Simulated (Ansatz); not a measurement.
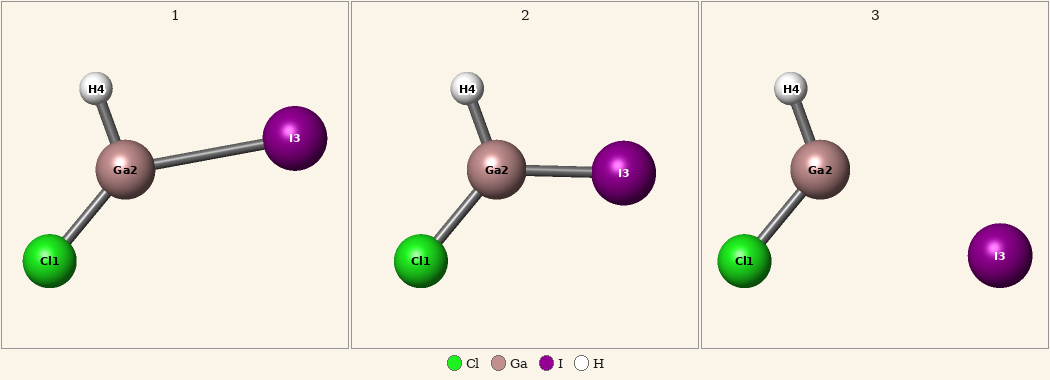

ClGaHI, SMILES [Cl][GaH][I]. 
- Two internal coordinates are moved rigidly from the geometry relaxed at PBE0-D4/def2-TZVP, all others fixed.
- The first coordinate is: bond Ga2–I3; the second: angle I3–Ga2–H4.
- Grid: 5 × 5 points.
- Points are written as (first, second).
- Energies are in kJ/mol, from the lowest grid point.
- The calculation used RHF-CCSD(T), frozen core/def2-TZVPP in Ansatz.

The numbered pictures are structures from this grid.

Question: Which is the most stable, and how do the others follow?

Answer: 2, at (2.281 Å, 111.5°): 17 kJ/mol; 1, at (3.094 Å, 99.5°): 113 kJ/mol; 3, at (3.579 Å, 135.5°): 204 kJ/mol.

The map, with the structures marked:

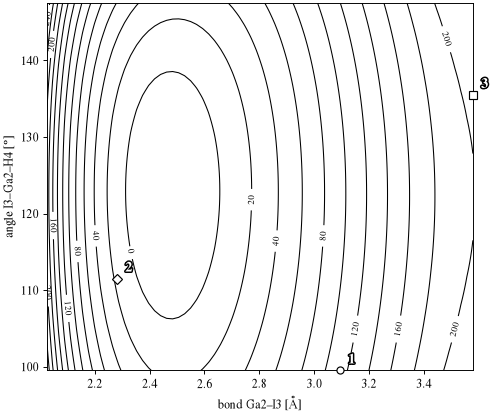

In the figure: contour lines labelled in kJ/mol. Between grid points the surface is interpolated.
